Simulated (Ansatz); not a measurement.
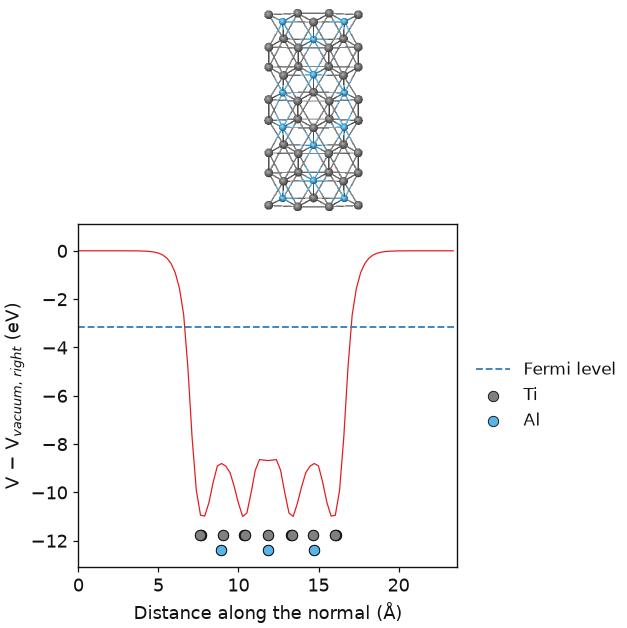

Plane-averaged electrostatic potential energy of an electron across the slab; circles at the bottom mark the heights of the atoms (positions after relaxation). The structure is drawn too.

The material is a (110) slab cut from Ti₃Al (P6_3/mmc), of composition Ti₁₁Al₃ (not the bulk's), ended by Ti planes, 28 atoms in the cell.

Ansatz 0.2.0; DFT r2SCAN, scalar-relativistic, plane waves, PAW, no spin polarisation, 8×4×1 k mesh, 500 eV cutoff.

What is the work function?

Answer. The work function is 3.17 eV, the same on both faces. The two vacuum levels agree, so the slab has no net dipole along its normal.

How thick are slab and vacuum?

Answer. The outermost atoms are 8.4 Å apart, which leaves 15.2 Å of vacuum in a cell 23.7 Å high.
